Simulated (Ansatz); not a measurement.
# Stretching the linear Mo chain, part 2 of 3

Wanted: energy, moment and open channels of the linear Mo chain from 12 % compression to 30 % stretch.

Ansatz 0.2.0; DFT PBE, plane waves, PAW; relaxation of a chain's period (the session's first sound run).

So far. Step 2 (Relaxing the period): The cell's length comes to 2.204 Å with no moment. That is -23 % against the start, more than a small adjustment.

## 3. At a set period, period over the relaxed period 0.88, k-mesh 1×1×42

This step: DFT PBE, plane waves, PAW; channels and complex bands of a perfect chain (Ansatz 0.2.0).

The period is set to 0.88 times the relaxed one: shorter bonds widen the bands.

The cell differs from the one that the last finished run ended in (c 2.204 → 1.940 Å).

Contents of input.yaml:

```yaml
crystal:
  lattice:
    - [7.5, 0.0, 0.0]
    - [0.0, 7.5, 0.0]
    - [0.0, 0.0, 1.9396848518]
  atoms:
    - { symbol: Mo, position: [0.5, 0.5, 0.0], spin: 3.0 }
magnetization:
  spin_polarized: true
kpoints:
  mp_grid: { grid: [1, 1, 42] }
scf:
  occupations: { method: fermi_dirac, width: 0.05 }
hamiltonian:
  xc: pbe
output:
  transmission:
    e_range: [-2, 2]
    de: 0.035
    kmesh: [1, 1]
    reduced_basis: true
    leads: [[0, 0]]
  stress: true
```

The run is started by

```console
ansatz run input.yaml --threads 4 --pin off --max-ram 8192MiB --backend cpu --events-out ev --progress --plain --runs-dir out
```

Numbers of over 12 decimals in the logs are rounded to 6 here.

Output:

```text
[...]
Crystal: 1 atoms, lattice volume = 109.107 Å³
Basis set: ecut = 420 eV, 2111 PW (Γ)
Bands: 13, of which v1, the nominal top of the filled ones, is band 7 counted from 1 (6 counted from 0)
Symmetry: 16 space group operations
[...]
k-points: 22 of 42
[...]
Starting moments: Σ|m| = 3 μB on 1 of 1 site
[...]
SCF iter   1: F=—  HF=-4949.054317 eV  |F-HF|=—  |Δ(HF+E_count)|=         —  Δρ=4.28e-2 (↑3.88e-2 ↓4.28e-2)  dr2=5.49e-1  dr2_m=1.55e0  M=0.592 μB ∫|m|=0.595 μB  β_m=0.30  ethr=3.10e-3  ⟨swp⟩=6.9  Hψ=3681  notcnv=0
[...]
SCF iter  10: F=-4950.321508 eV  HF=-4950.321508 eV  |F-HF|=5.46e-12  |Δ(HF+E_count)|=  1.73e-10  Δρ=5.65e-8 (↑5.65e-8 ↓3.83e-8)  dr2=1.45e-12  dr2_m=2.09e-12  M=-0.000 μB ∫|m|=0.000 μB  ethr=1.00e-12  ⟨swp⟩=4.9  Hψ=2239  notcnv=0
SCF 1 converged in 10 iterations: F = -4950.321508 eV  dr2 = 1.45e-12
[...]
the search or the solves at the SCF's close seem to have found levels that the self-consistency loop had missed (the run counts 1). By its estimate they hold under 1e-12 electrons; where the run keeps them, the occupations were computed again with them
WARN: the starting moments were not kept: the SCF closed with an absolute magnetisation of 2.0e-6 μB, where they sum to 3 μB in size (1 site). That is at most 0.1 of that sum. Measured as dr2_m measures the in/out step, that magnetisation stands 8.6e-13 eV from none, at or under the dr2_threshold of 1.0e-7 eV: it is no larger than a step whose dr2_m would equal this threshold. The system may hold no moment; this SCF  [...]
transmission: 6 of 36 steps passed
transmission: 9 of 36 steps passed
[...]
transmission: 36 of 36 steps passed
SCF converged after 10 iterations
Magnetization: -0.0000 μB (7.0000 up, 7.0000 down)
Absolute magnetization: 0.0000 μB (∫|ρ↑−ρ↓|, with the PAW one-centre terms)
[...]
Per-site moments (μB) at R_I (Å): [(-8.171611050950815e-7, 0.800120)]
Free energy (F): -4950.321508 eV
[...]
Internal energy: -4950.310164 eV  (E = F + TS)
E sigma→0 (E₀):  -4950.315836 eV
Entropy (-TS):   -0.011344 eV (-11.344 meV/atom)
Fermi energy:    -0.717452 eV
[...]
--- Stress (GPa, compression-positive) ---
       -0.293896       0.000000       0.000000
        0.000000      -0.293896       0.000000
        0.000000       0.000000      28.490485
  P = ⅓ Tr σ = 9.3009 GPa (93.009 kbar)
--- Band table (eV; the first three rows and the last of 44) ---
  k-point 0 ↑: bands = [... 3 lower, -30.6423, -6.4044, -2.4917, -2.4742, -2.2611, 1.4074, 1.4074, 3.3822, ... 2 higher]
  k-point 1 ↑: bands = [... 3 lower, -30.7255, -6.3050, -2.4751, -2.4576, -2.2241, 1.4118, 1.4118, 3.4057, ... 2 higher]
  k-point 2 ↑: bands = [... 3 lower, -30.9697, -6.0153, -2.4253, -2.4081, -2.1101, 1.4210, 1.4210, 3.4764, ... 2 higher]
  k-point 21 ↓: bands = [... 3 lower, -34.4526, -6.4744, -6.4744, 1.6774, 1.6784, 4.5224, 7.2945, 11.2707, ... 2 higher]
--- Transmission ---
  basis      : 497 plane waves across, 3 finite elements along
  points     : 1, standing for a mesh of 1 x 1
  filling    : by the input's occupations and mesh, since the crystals that have channels conduct as metals do. If one of these is a semiconductor, that mesh has misplaced its level
  energies   : 115 from -2.000000 to 1.990000 eV about the Fermi level, 0.035000 eV apart; the leads are filled to 0.000000 eV, and channels, transmission and decay are at -0.005000 eV
  crystal 0  : Mo1, at the sites [0, 0], period 1.9397 Å: whole cells are its period
    offset         : up to 0.0000 Å between an atom of the period and one for which it stands
    filled         : 16.9 meV under the level at which it is neutral
    channels       : 6.000000e0 up, 6.000000e0 down
    conductance    : 8.2646e14 S/m² at 300 K; may be off by some 0.0 % by where its bands' edges are placed, 0.0 % from the distance to neutral
```

Run time: 22 s. Hardware: 4 threads of Arm Neoverse V1, shared host; peak memory 0.45 GiB; 75 s of CPU time.

This step gave:

- energy at zero smearing: -4950.3158 eV
- channels at the energy nearest the Fermi level, spin up: 6
- channels at the energy nearest the Fermi level, spin down: 6
- conductance of the lead as this run defines it: 6.000 G₀
- band gap: 0 eV

Open channels of the lead against energy, zero at the Fermi level:

| energy (eV) | spin up | spin down |
| --- | --- | --- |
| -2.000 | 3 | 3 |
| -1.510 | 6 | 6 |
| -0.985 | 6 | 6 |
| -0.495 | 6 | 6 |
| -0.005 | 6 | 6 |
| 0.485 | 6 | 6 |
| 1.010 | 6 | 6 |
| 1.500 | 6 | 6 |

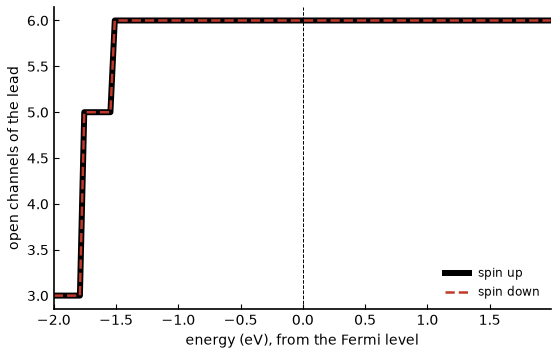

Open channels of the lead against energy.

At the computed energy nearest the Fermi level there are 6 spin-up and 6 spin-down channels, and the thermal average gives 6.00 G₀.

## 4. At a set period, period over the relaxed period 0.92, k-mesh 1×1×40

The period is set to 0.92 times the relaxed one: shorter bonds widen the bands.

The cell differs from the one that the last finished run ended in (c 1.940 → 2.028 Å).

Changes to input.yaml since step 3:

```diff
@@ -4,3 +4,3 @@
     - [0.0, 7.5, 0.0]
-    - [0.0, 0.0, 1.9396848518]
+    - [0.0, 0.0, 2.0278523451]
   atoms:
@@ -10,3 +10,3 @@
 kpoints:
-  mp_grid: { grid: [1, 1, 42] }
+  mp_grid: { grid: [1, 1, 40] }
 scf:
```

Output:

```text
[...]
Crystal: 1 atoms, lattice volume = 114.067 Å³
Basis set: ecut = 420 eV, 2223 PW (Γ)
Bands: 13, of which v1, the nominal top of the filled ones, is band 7 counted from 1 (6 counted from 0)
Symmetry: 16 space group operations
[...]
k-points: 21 of 40
[...]
Starting moments: Σ|m| = 3 μB on 1 of 1 site
[...]
--- Transmission ---
  basis      : 497 plane waves across, 3 finite elements along
  points     : 1, standing for a mesh of 1 x 1
[...]
crystal 0  : Mo1, at the sites [0, 0], period 2.0279 Å: whole cells are its period
[...]
filled         : 29.0 meV over the level at which it is neutral
    channels       : 6.000000e0 up, 6.000000e0 down
[...]
[key lines of the parts left out:]
SCF converged after 10 iterations
Magnetization: -0.0000 μB (7.0000 up, 7.0000 down)
Free energy (F): -4951.000128 eV
Fermi energy:    -0.927630 eV
P = ⅓ Tr σ = 4.9048 GPa (49.048 kbar)
```

The job ended after 20 s (4 threads; peak memory 0.44 GiB).

At the computed energy nearest the Fermi level there are 6 spin-up and 6 spin-down channels, and the thermal average gives 6.00 G₀.

## 5. The chain at a fixed length, period over the relaxed period 0.96, k-mesh 1×1×38

The period is set to 0.96 times the relaxed one: shorter bonds widen the bands.

The cell differs from the one that the last finished run ended in (c 2.028 → 2.116 Å).

Changes to input.yaml since step 4:

```diff
@@ -4,3 +4,3 @@
     - [0.0, 7.5, 0.0]
-    - [0.0, 0.0, 2.0278523451]
+    - [0.0, 0.0, 2.1160198383]
   atoms:
@@ -10,3 +10,3 @@
 kpoints:
-  mp_grid: { grid: [1, 1, 40] }
+  mp_grid: { grid: [1, 1, 38] }
 scf:
```

Output:

```text
[...]
Crystal: 1 atoms, lattice volume = 119.026 Å³
Basis set: ecut = 420 eV, 2335 PW (Γ)
Bands: 13, of which v1, the nominal top of the filled ones, is band 7 counted from 1 (6 counted from 0)
Symmetry: 16 space group operations
[...]
k-points: 20 of 38
[...]
Starting moments: Σ|m| = 3 μB on 1 of 1 site
[...]
--- Transmission ---
  basis      : 497 plane waves across, 3 finite elements along
  points     : 1, standing for a mesh of 1 x 1
[...]
crystal 0  : Mo1, at the sites [0, 0], period 2.1160 Å: whole cells are its period
[...]
filled         : 3.3 meV over the level at which it is neutral
    channels       : 6.000000e0 up, 6.000000e0 down
[...]
[key lines of the parts left out:]
SCF converged after 11 iterations
Magnetization: -0.0000 μB (7.0000 up, 7.0000 down)
Free energy (F): -4951.310914 eV
Fermi energy:    -1.110666 eV
P = ⅓ Tr σ = 1.7721 GPa (17.721 kbar)
```

Elapsed: 21 s, on 4 threads; peak memory 0.45 GiB; 68 s of CPU time.

At the computed energy nearest the Fermi level there are 6 spin-up and 6 spin-down channels, and the thermal average gives 6.00 G₀.

## 6. The chain at a fixed length, period over the relaxed period 1, k-mesh 1×1×37

The period is set to 1.0 times the relaxed one, as the point of reference.

Changes to input.yaml since step 5:

```diff
@@ -4,3 +4,3 @@
     - [0.0, 7.5, 0.0]
-    - [0.0, 0.0, 2.1160198383]
+    - [0.0, 0.0, 2.2041873316]
   atoms:
@@ -10,3 +10,3 @@
 kpoints:
-  mp_grid: { grid: [1, 1, 38] }
+  mp_grid: { grid: [1, 1, 37] }
 scf:
```

Output:

```text
[...]
Crystal: 1 atoms, lattice volume = 123.986 Å³
Basis set: ecut = 420 eV, 2447 PW (Γ)
Bands: 13, of which v1, the nominal top of the filled ones, is band 7 counted from 1 (6 counted from 0)
Symmetry: 16 space group operations
[...]
k-points: 19 of 37
[...]
Starting moments: Σ|m| = 3 μB on 1 of 1 site
[...]
--- Transmission ---
  basis      : 497 plane waves across, 3 finite elements along
  points     : 1, standing for a mesh of 1 x 1
[...]
crystal 0  : Mo1, at the sites [0, 0], period 2.2042 Å: whole cells are its period
[...]
filled         : 41.6 meV under the level at which it is neutral
    channels       : 6.000000e0 up, 6.000000e0 down
[...]
[key lines of the parts left out:]
SCF converged after 11 iterations
Magnetization: -0.0000 μB (7.0000 up, 7.0000 down)
Free energy (F): -4951.407640 eV
Fermi energy:    -1.359309 eV
P = ⅓ Tr σ = -0.1178 GPa (-1.178 kbar)
```

Run time: 18 s. Hardware: 4 threads; peak memory 0.43 GiB; 60 s of CPU time.

The open channels of the lead by energy, zero at the Fermi level:

| energy (eV) | spin up | spin down |
| --- | --- | --- |
| -2.000 | 3 | 3 |
| -1.510 | 3 | 3 |
| -0.985 | 4 | 4 |
| -0.495 | 6 | 6 |
| -0.005 | 6 | 6 |
| 0.485 | 6 | 6 |
| 1.010 | 6 | 6 |
| 1.500 | 6 | 6 |

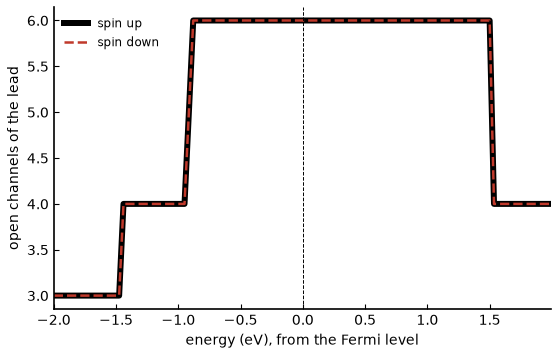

Open channels of the lead, plotted against energy.

At the computed energy nearest the Fermi level there are 6 spin-up and 6 spin-down channels, and the thermal average gives 6.00 G₀.

## 7. At a set period, period over the relaxed period 1.04, k-mesh 1×1×35

The period is set to 1.04 times the relaxed one: longer bonds narrow the bands.

The cell differs from the one that the last finished run ended in (c 2.204 → 2.292 Å).

Changes to input.yaml since step 6:

```diff
@@ -4,3 +4,3 @@
     - [0.0, 7.5, 0.0]
-    - [0.0, 0.0, 2.2041873316]
+    - [0.0, 0.0, 2.2923548248]
   atoms:
@@ -10,3 +10,3 @@
 kpoints:
-  mp_grid: { grid: [1, 1, 37] }
+  mp_grid: { grid: [1, 1, 35] }
 scf:
```

Output:

```text
[...]
Crystal: 1 atoms, lattice volume = 128.945 Å³
Basis set: ecut = 420 eV, 2511 PW (Γ)
Bands: 13, of which v1, the nominal top of the filled ones, is band 7 counted from 1 (6 counted from 0)
Symmetry: 16 space group operations
[...]
k-points: 18 of 35
[...]
Starting moments: Σ|m| = 3 μB on 1 of 1 site
[...]
--- Transmission ---
  basis      : 497 plane waves across, 3 finite elements along
  points     : 1, standing for a mesh of 1 x 1
[...]
crystal 0  : Mo1, at the sites [0, 0], period 2.2924 Å: whole cells are its period
[...]
filled         : 24.2 meV over the level at which it is neutral
    channels       : 6.000000e0 up, 6.000000e0 down
[...]
[key lines of the parts left out:]
SCF converged after 12 iterations
Magnetization: 0.0000 μB (7.0000 up, 7.0000 down)
Free energy (F): -4951.341969 eV
Fermi energy:    -1.403967 eV
P = ⅓ Tr σ = -1.5661 GPa (-15.661 kbar)
```

It took 18 s on 4 threads; peak memory 0.42 GiB.

At the computed energy nearest the Fermi level there are 6 spin-up and 6 spin-down channels, and the thermal average gives 6.00 G₀. The change of length costs 0.066 eV a cell and leaves no moment.

## 8. At a set period, period over the relaxed period 1.08, k-mesh 1×1×34

The period is set to 1.08 times the relaxed one: longer bonds narrow the bands.

The cell differs from the one that the last finished run ended in (c 2.292 → 2.381 Å).

Changes to input.yaml since step 7:

```diff
@@ -4,3 +4,3 @@
     - [0.0, 7.5, 0.0]
-    - [0.0, 0.0, 2.2923548248]
+    - [0.0, 0.0, 2.3805223181]
   atoms:
@@ -10,3 +10,3 @@
 kpoints:
-  mp_grid: { grid: [1, 1, 35] }
+  mp_grid: { grid: [1, 1, 34] }
 scf:
```

Output:

```text
[...]
Crystal: 1 atoms, lattice volume = 133.904 Å³
Basis set: ecut = 420 eV, 2599 PW (Γ)
Bands: 13, of which v1, the nominal top of the filled ones, is band 7 counted from 1 (6 counted from 0)
Symmetry: 16 space group operations
[...]
k-points: 18 of 34
[...]
Starting moments: Σ|m| = 3 μB on 1 of 1 site
[...]
--- Transmission ---
  basis      : 497 plane waves across, 3 finite elements along
  points     : 1, standing for a mesh of 1 x 1
[...]
crystal 0  : Mo1, at the sites [0, 0], period 2.3805 Å: whole cells are its period
[...]
filled         : 19.7 meV over the level at which it is neutral
    channels       : 6.000000e0 up, 6.000000e0 down
[...]
[key lines of the parts left out:]
SCF converged after 16 iterations
Magnetization: 0.0000 μB (7.0000 up, 7.0000 down)
Free energy (F): -4951.165044 eV
Fermi energy:    -1.504573 eV
P = ⅓ Tr σ = -2.5143 GPa (-25.143 kbar)
```

Run time: 19 s. Hardware: 4 threads; peak memory 0.45 GiB.

At the computed energy nearest the Fermi level there are 6 spin-up and 6 spin-down channels, and the thermal average gives 6.00 G₀. The change of length costs 0.246 eV a cell and leaves no moment.

## 9. At a set period, period over the relaxed period 1.13, k-mesh 1×1×33

The period is set to 1.13 times the relaxed one: longer bonds narrow the bands.

The cell differs from the one that the last finished run ended in (c 2.381 → 2.491 Å).

Changes to input.yaml since step 8:

```diff
@@ -4,3 +4,3 @@
     - [0.0, 7.5, 0.0]
-    - [0.0, 0.0, 2.3805223181]
+    - [0.0, 0.0, 2.4907316847]
   atoms:
@@ -10,3 +10,3 @@
 kpoints:
-  mp_grid: { grid: [1, 1, 34] }
+  mp_grid: { grid: [1, 1, 33] }
 scf:
```

Output:

```text
[...]
Crystal: 1 atoms, lattice volume = 140.104 Å³
Basis set: ecut = 420 eV, 2745 PW (Γ)
Bands: 13, of which v1, the nominal top of the filled ones, is band 7 counted from 1 (6 counted from 0)
Symmetry: 16 space group operations
[...]
k-points: 17 of 33
[...]
Starting moments: Σ|m| = 3 μB on 1 of 1 site
[...]
--- Transmission ---
  basis      : 497 plane waves across, 4 finite elements along
  points     : 1, standing for a mesh of 1 x 1
[...]
crystal 0  : Mo1, at the sites [0, 0], period 2.4907 Å: whole cells are its period
[...]
filled         : 6.6 meV over the level at which it is neutral
    channels       : 6.000000e0 up, 4.000000e0 down
[...]
[key lines of the parts left out:]
SCF converged after 10 iterations
Magnetization: 2.5855 μB (8.2928 up, 5.7072 down)
Free energy (F): -4951.024499 eV
Fermi energy:    -1.331050 eV
P = ⅓ Tr σ = -1.4464 GPa (-14.464 kbar)
```

Run time: 21 s. Hardware: 4 threads; peak memory 0.47 GiB; 77 s of CPU time.

The open channels of the lead by energy, zero at the Fermi level:

| energy (eV) | spin up | spin down |
| --- | --- | --- |
| -2.000 | 3 | 1 |
| -1.510 | 4 | 3 |
| -0.985 | 6 | 3 |
| -0.495 | 6 | 3 |
| -0.005 | 6 | 4 |
| 0.485 | 4 | 4 |
| 1.010 | 4 | 6 |
| 1.500 | 3 | 6 |

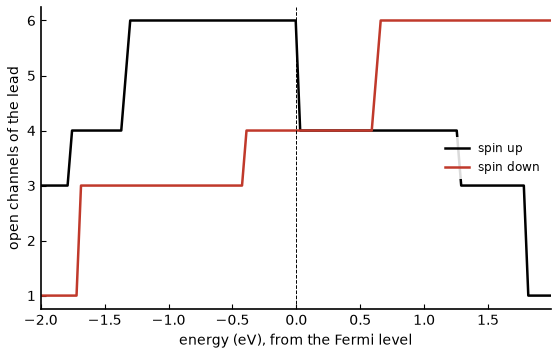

Open channels of the lead against energy.

At the computed energy nearest the Fermi level there are 6 spin-up and 4 spin-down channels, and the thermal average gives 4.70 G₀. The change of length costs 0.386 eV a cell and leaves an absolute moment of 2.59 μB a cell.

## 10. The chain at a fixed length, period over the relaxed period 1.2, k-mesh 1×1×31

The period is set to 1.2 times the relaxed one: longer bonds narrow the bands.

The cell differs from the one that the last finished run ended in (c 2.491 → 2.645 Å).

Changes to input.yaml since step 9:

```diff
@@ -4,3 +4,3 @@
     - [0.0, 7.5, 0.0]
-    - [0.0, 0.0, 2.4907316847]
+    - [0.0, 0.0, 2.6450247979]
   atoms:
@@ -10,3 +10,3 @@
 kpoints:
-  mp_grid: { grid: [1, 1, 33] }
+  mp_grid: { grid: [1, 1, 31] }
 scf:
```

Output:

```text
[...]
Crystal: 1 atoms, lattice volume = 148.783 Å³
Basis set: ecut = 420 eV, 2929 PW (Γ)
Bands: 13, of which v1, the nominal top of the filled ones, is band 7 counted from 1 (6 counted from 0)
Symmetry: 16 space group operations
[...]
k-points: 16 of 31
[...]
Starting moments: Σ|m| = 3 μB on 1 of 1 site
[...]
--- Transmission ---
  basis      : 497 plane waves across, 4 finite elements along
  points     : 1, standing for a mesh of 1 x 1
[...]
crystal 0  : Mo1, at the sites [0, 0], period 2.6450 Å: whole cells are its period
[...]
filled         : 13.0 meV over the level at which it is neutral
    channels       : 4.000000e0 up, 4.000000e0 down
[...]
[key lines of the parts left out:]
SCF converged after 10 iterations
Magnetization: 3.0927 μB (8.5463 up, 5.4537 down)
Free energy (F): -4950.797400 eV
Fermi energy:    -1.313963 eV
P = ⅓ Tr σ = -1.6695 GPa (-16.695 kbar)
```

Elapsed: 23 s, on 4 threads; peak memory 0.5 GiB; 79 s of CPU time.

At the computed energy nearest the Fermi level there are 4 spin-up and 4 spin-down channels, and the thermal average gives 3.93 G₀. The change of length costs 0.611 eV a cell and leaves an absolute moment of 3.09 μB a cell.

Between step 3 and this run (period over the relaxed period 1.2 and k-mesh 1×1×31) the value for the conductance of the lead as this run defines it moves from 6.00 G₀ to 3.93 G₀ (-34 %).

## 11. At a set period, period over the relaxed period 1.3, k-mesh 1×1×28

The period is set to 1.3 times the relaxed one: longer bonds narrow the bands.

Changes to input.yaml since step 10:

```diff
@@ -4,3 +4,3 @@
     - [0.0, 7.5, 0.0]
-    - [0.0, 0.0, 2.6450247979]
+    - [0.0, 0.0, 2.865443531]
   atoms:
@@ -10,3 +10,3 @@
 kpoints:
-  mp_grid: { grid: [1, 1, 31] }
+  mp_grid: { grid: [1, 1, 28] }
 scf:
```

Output:

```text
[...]
Crystal: 1 atoms, lattice volume = 161.181 Å³
Basis set: ecut = 420 eV, 3145 PW (Γ)
Bands: 13, of which v1, the nominal top of the filled ones, is band 7 counted from 1 (6 counted from 0)
Symmetry: 16 space group operations
[...]
k-points: 15 of 28
[...]
Starting moments: Σ|m| = 3 μB on 1 of 1 site
[...]
--- Transmission ---
  basis      : 497 plane waves across, 4 finite elements along
  points     : 1, standing for a mesh of 1 x 1
[...]
crystal 0  : Mo1, at the sites [0, 0], period 2.8654 Å: whole cells are its period
[...]
filled         : 11.7 meV over the level at which it is neutral
    channels       : 3.000000e0 up, 3.000000e0 down
[...]
[key lines of the parts left out:]
SCF converged after 10 iterations
Magnetization: 4.2303 μB (9.1151 up, 4.8849 down)
Free energy (F): -4950.470827 eV
Fermi energy:    -1.453061 eV
P = ⅓ Tr σ = -1.0319 GPa (-10.319 kbar)
```

The job ended after 17 s (4 threads; peak memory 0.41 GiB; 61 s of CPU time).

At the computed energy nearest the Fermi level there are 3 spin-up and 3 spin-down channels, and the thermal average gives 3.18 G₀. The change of length costs 0.939 eV a cell and leaves an absolute moment of 4.23 μB a cell.

Between step 3 and this run (period over the relaxed period 1.3 and k-mesh 1×1×28) the value for the conductance of the lead as this run defines it moves from 6.00 G₀ to 3.18 G₀ (-47 %).

[end of part 2 of 3]

[Logs are printed without paths, hosts, clocks, repeated set-up lines and the standing remarks that a program may print on its own settings, such as how far it seeks lower states.]

[Hosts, paths, dates, database ids (printed as entryN), source tags and the programs' standing remarks are cut or masked in the printed files.]
